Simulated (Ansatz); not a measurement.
**Geometry relaxation of CH₃AlO₂S (part 2 of 2)**

CH₃AlO₂S; RKS CAM-B3LYP-D4/cc-pVDZ (Ansatz 0.2.0). It belongs to a series of runs on one base structure; here: end point A relaxed.

Geometry of the input (Å):
```
O  1.5908  -1.1502  1.2440
C  0.7458  -0.2813  0.8133
S  0.5613  1.3072  1.6169
Al -0.2858  -0.6753  -0.7607
O  -1.5491  0.5530  -1.4019
H  1.5800  1.9009  0.8092
H  -0.2009  -2.0998  -1.4791
H  -2.3500  0.3884  -0.8975
```

Trajectory as extended XYZ, continued
```
8
Properties=species:S:1:pos:R:3:forces:R:3 step=5 energy=-22611.52812
O     1.4944   -1.2299    1.2574   -0.0936  -0.0009   0.0921
C     0.8238   -0.3515    0.7938   -0.0566  -0.0341  -0.0754
S     0.6714    1.2832    1.7097    0.3911   0.2831  -0.3805
Al   -0.3330   -0.7637   -0.8155    0.0466   0.0351  -0.1260
O    -1.5628    0.3086   -1.3775   -0.0538  -0.2019   0.4409
H     1.1573    2.0062    0.6419   -0.4127  -0.2732   0.3732
H    -0.1006   -2.1405   -1.5361    0.0293   0.0333  -0.0762
H    -2.0585    0.8305   -0.7296    0.1496   0.1587  -0.2481
8
Properties=species:S:1:pos:R:3:forces:R:3 step=7 energy=-22611.75838
O     1.1693   -1.3393    1.4479   -0.0790   0.0854   0.0972
C     0.7939   -0.3576    0.8581    0.0569   0.1622  -0.0328
S     1.0184    1.3117    1.6399    0.1037  -0.1769  -0.2942
Al   -0.2595   -0.7427   -0.8145   -0.0344   0.0295  -0.0439
O    -1.6667    0.1545   -1.2091    0.0340  -0.0080   0.0166
H     0.9828    2.0035    0.4657   -0.1515  -0.1290   0.1946
H     0.1161   -1.9617   -1.7364    0.0120   0.0574   0.0573
H    -2.0623    0.8746   -0.7073    0.0585  -0.0205   0.0053
8
Properties=species:S:1:pos:R:3:forces:R:3 step=10 energy=-22611.80707
O     1.0934   -1.3458    1.4952   -0.0815   0.1197  -0.0631
C     0.7819   -0.3561    0.8712    0.1137  -0.1322   0.0426
S     1.1979    1.2791    1.5640   -0.0365   0.0495  -0.1447
Al   -0.2458   -0.7319   -0.8144   -0.0201  -0.0063   0.0392
O    -1.6498    0.1667   -1.2139    0.0094   0.0112  -0.0121
H     0.8016    1.9893    0.4748   -0.0091  -0.0604   0.1222
H     0.1514   -1.9360   -1.7376    0.0180   0.0035   0.0083
H    -2.0385    0.8776   -0.6953    0.0060   0.0150   0.0074
8
Properties=species:S:1:pos:R:3:forces:R:3 step=12 energy=-22611.81378
O     1.1287   -1.3517    1.4927    0.0196  -0.0003   0.0313
C     0.7912   -0.3718    0.8709    0.0120  -0.0693  -0.0488
S     1.2271    1.2735    1.5179   -0.0421   0.0743  -0.0282
Al   -0.2526   -0.7488   -0.8016   -0.0235   0.0558  -0.0007
O    -1.6166    0.2038   -1.2210    0.0188  -0.0034   0.0070
H     0.6589    1.9716    0.5026    0.0209  -0.0371   0.0466
H     0.1350   -1.9623   -1.7151   -0.0114  -0.0176   0.0008
H    -1.9795    0.9287   -0.7022    0.0056  -0.0025  -0.0081
8
Properties=species:S:1:pos:R:3:forces:R:3 step=14 energy=-22611.81917
O     1.3214   -1.3562    1.4617   -0.3408   0.6415  -0.3663
C     0.8249   -0.4217    0.8647    0.4271  -0.4444   0.4028
S     1.1050    1.2829    1.4897   -0.0210  -0.1381   0.0069
Al   -0.2576   -0.7831   -0.7836   -0.1713   0.0132  -0.0987
O    -1.5244    0.2990   -1.2201    0.0739   0.1460   0.1785
H     0.4007    1.9026    0.5124   -0.0101  -0.0298  -0.0061
H     0.0240   -2.0584   -1.6645   -0.0463   0.0835   0.0410
H    -1.8020    1.0779   -0.7160    0.0885  -0.2719  -0.1580
8
Properties=species:S:1:pos:R:3:forces:R:3 step=16 energy=-22611.82777
O     1.3357   -1.3426    1.4523   -0.0030   0.0644  -0.0372
C     0.8448   -0.4145    0.8576    0.0292  -0.0689   0.0708
S     1.0825    1.2804    1.5065   -0.0057  -0.0095  -0.0025
Al   -0.2540   -0.7872   -0.7820   -0.1070   0.0687  -0.0800
O    -1.5040    0.3065   -1.2284    0.0665   0.0140   0.0889
H     0.3883    1.8924    0.5177   -0.0027   0.0024  -0.0018
H    -0.0125   -2.0671   -1.6591   -0.0070   0.0130   0.0234
H    -1.7888    1.0750   -0.7204    0.0296  -0.0841  -0.0615
8
Properties=species:S:1:pos:R:3:forces:R:3 step=18 energy=-22611.83069
O     1.4375   -1.3292    1.4108   -0.0456   0.1028  -0.0613
C     0.8689   -0.4248    0.8506    0.0214  -0.0918   0.0674
S     1.0262    1.2751    1.5178    0.0043  -0.0189  -0.0096
Al   -0.2699   -0.8020   -0.7667   -0.0159   0.0523  -0.0680
O    -1.4556    0.3458   -1.2464    0.0701  -0.0913   0.0327
H     0.2808    1.8575    0.5485    0.0022  -0.0010   0.0082
H    -0.0835   -2.1115   -1.6142   -0.0177   0.0176   0.0297
H    -1.7122    1.1321   -0.7562   -0.0189   0.0302   0.0010
8
Properties=species:S:1:pos:R:3:forces:R:3 step=21 energy=-22611.83215
O     1.4872   -1.3199    1.3705    0.0144  -0.0339   0.0114
C     0.8826   -0.4231    0.8412   -0.0160   0.0484  -0.0246
S     1.0175    1.2677    1.5359   -0.0106   0.0013  -0.0100
Al   -0.2713   -0.8011   -0.7663    0.0066  -0.0229   0.0170
O    -1.4427    0.3473   -1.2634   -0.0098   0.0590   0.0373
H     0.2275    1.8514    0.6028    0.0107  -0.0100   0.0130
H    -0.1288   -2.1406   -1.5695    0.0043  -0.0039  -0.0046
H    -1.6797    1.1611   -0.8070    0.0005  -0.0380  -0.0395
8
Properties=species:S:1:pos:R:3:forces:R:3 step=23 energy=-22611.83254
O     1.5259   -1.3139    1.3362   -0.0210   0.0251  -0.0261
C     0.8957   -0.4190    0.8317    0.0124   0.0046   0.0295
S     1.0113    1.2616    1.5542   -0.0212  -0.0068  -0.0338
Al   -0.2780   -0.8038   -0.7594    0.0120  -0.0248   0.0085
O    -1.4344    0.3497   -1.2776   -0.0233   0.0932   0.0481
H     0.1905    1.8461    0.6477    0.0228  -0.0181   0.0234
H    -0.1597   -2.1628   -1.5345    0.0015   0.0064   0.0002
H    -1.6592    1.1850   -0.8540    0.0168  -0.0796  -0.0498
8
Properties=species:S:1:pos:R:3:forces:R:3 step=25 energy=-22611.83273
O     1.5369   -1.3122    1.3215   -0.0128   0.0294  -0.0173
C     0.8984   -0.4157    0.8297    0.0073  -0.0189   0.0333
S     1.0151    1.2599    1.5597   -0.0146  -0.0078  -0.0253
Al   -0.2843   -0.8067   -0.7520    0.0088   0.0116  -0.0234
O    -1.4338    0.3489   -1.2821   -0.0050   0.0325   0.0293
H     0.1795    1.8434    0.6672    0.0147  -0.0082   0.0150
H    -0.1656   -2.1679   -1.5234   -0.0068   0.0039   0.0100
H    -1.6541    1.1931   -0.8764    0.0085  -0.0425  -0.0215
8
Properties=species:S:1:pos:R:3:forces:R:3 step=27 energy=-22611.83286
O     1.5426   -1.3104    1.3157    0.0026  -0.0004   0.0025
C     0.8996   -0.4151    0.8286   -0.0021   0.0013  -0.0027
S     1.0130    1.2581    1.5623    0.0016  -0.0019   0.0014
Al   -0.2826   -0.8056   -0.7538   -0.0017   0.0114   0.0049
O    -1.4319    0.3495   -1.2837    0.0013  -0.0013   0.0006
H     0.1748    1.8427    0.6743   -0.0011  -0.0019  -0.0013
H    -0.1721   -2.1714   -1.5162   -0.0003  -0.0062  -0.0038
H    -1.6514    1.1952   -0.8830   -0.0002  -0.0009  -0.0015
```

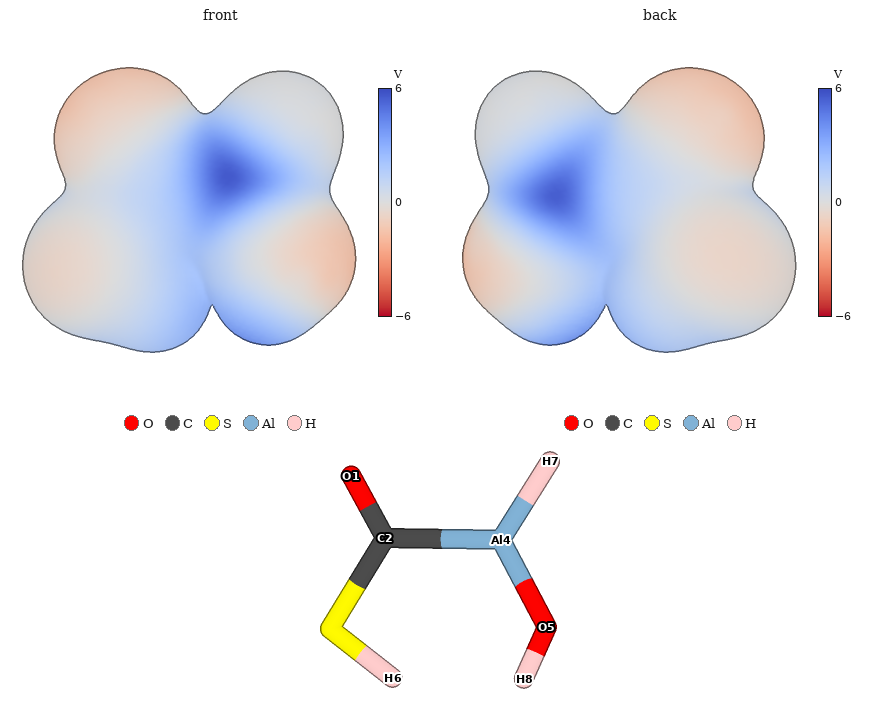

**Figure 1.** The electrostatic potential painted on the density surface at 0.004 e/bohr³, seen at a tilt and from behind; red is negative and blue positive. The bare structure is drawn below in the same view. A positive charge is drawn to the negative regions and a negative charge to the positive ones.

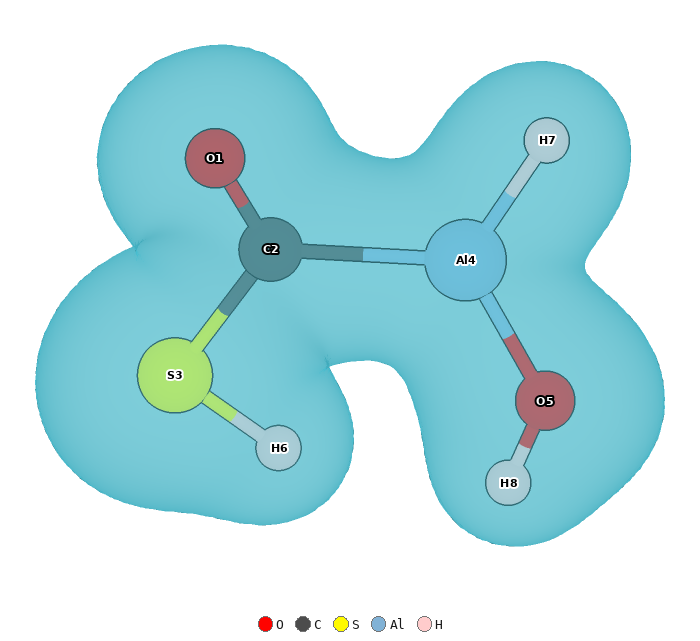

**Figure 2.** Isosurface of the electron density at 0.1 e/Å³ (cyan), seen at a tilt. At this value the surface is in one piece. On the grid the lowest density along these lines, outside the cores, is 2.7 e/Å³ (C–O, 1.21 Å), 0.63 e/Å³ (Al–O, 1.71 Å), 1.2 e/Å³ (C–S, 1.83 Å) and 0.52 e/Å³ (C–Al, 2.01 Å).

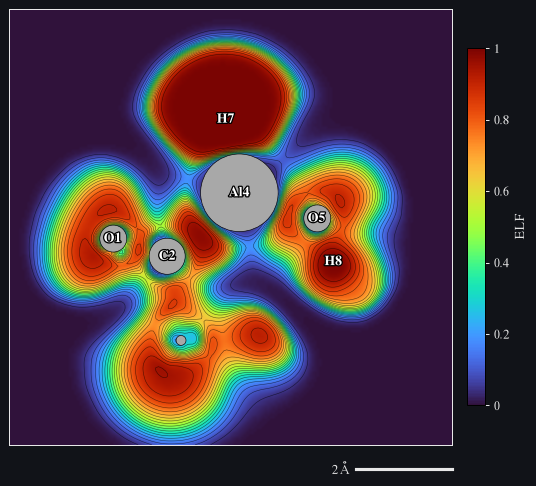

**Figure 3.** ELF on the plane of atoms Al4, O5 and H8. Grey discs, where drawn, cover atomic cores. The section cuts through O, C, Al and H sites. C–O (1.21 Å): the ELF peaks at about 0.85 between the atoms (a multiple bond by its length, whose ELF region spreads away from the axis). Al–O (1.71 Å): the ELF peaks at about 0.85 in the valence shell of O, 0.6 Å from its nucleus, and is about 0.35 at the midpoint. C–Al (2.01 Å): the ELF peaks at about 1 between the atoms, which marks a polar covalent bond. Al–H (1.57 Å): the ELF climbs to about 1 towards the hydrogen.
